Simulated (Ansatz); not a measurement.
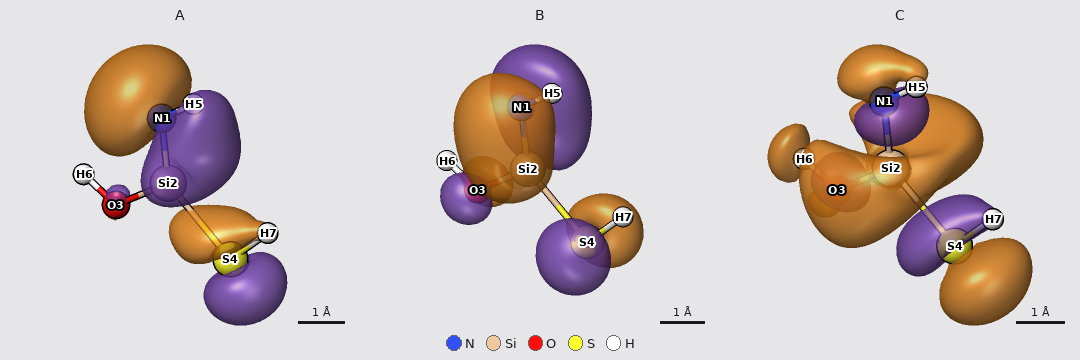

H$_{3}$NOSSi. Three frontier orbitals at ±0.08 Å⁻³ᐟ² (orange and purple are the two phases), in no order.

These are results of RKS PBE/def2-SVP in Ansatz, not measurements.

Input

```
crystal:
  periodic: [false, false, false]
  atoms:
    - { symbol: "N", position_ang: [-0.82844, 1.24471, 0.50367] }
    - { symbol: Si, position_ang: [0.08732, -0.03699, 0.15652] }
    - { symbol: O, position_ang: [1.0272, -0.71391, 1.26588] }
    - { symbol: S, position_ang: [0.45878, -1.25663, -1.55613] }
    - { symbol: H, position_ang: [-1.42695, 1.69276, -0.17157] }
    - { symbol: H, position_ang: [1.04766, -0.35297, 2.14788] }
    - { symbol: H, position_ang: [-0.36557, -0.57697, -2.34626] }
basis:
  gaussian: { orbitals: def2-SVP }
hamiltonian:
  xc: pbe
relax:
  f_tol: 0.015
  max_steps: 40
output:
  orbitals: {}
```

Launched as:

```sh
ansatz run input.yaml --threads 1 --pin off --max-ram 2048MiB --backend cpu --events-out ev --progress --plain --runs-dir out
```

The fields are those of the relaxed geometry.

**Order the three orbitals by energy and name them.**

A is the HOMO−1 (−6.12 eV). Its weight (Hirshfeld) is mainly on N1 (about 70 %), Si2 (about 15 %) and S4 (about 10 %); it is symmetric in the molecular plane (an in-plane orbital: σ, lone-pair or in-plane π type); largely a lone pair of N1. B is the HOMO (−5.77 eV). Its weight (Hirshfeld) is mainly on N1 (about 60 %), Si2 (about 20 %) and S4 (about 10 %); it changes sign across the molecular plane (π type); π-bonding across N1–Si2; π-antibonding (a node) across Si2–S4. C is the LUMO (−1.34 eV). It lies mainly on Si2 (about 45 %), S4 (about 25 %), N1 (about 15 %) and O3 (about 10 %); it is symmetric in the molecular plane (an in-plane orbital: σ, lone-pair or in-plane π type).

**What is the HOMO–LUMO gap?**

4.43 eV between the orbital energies.
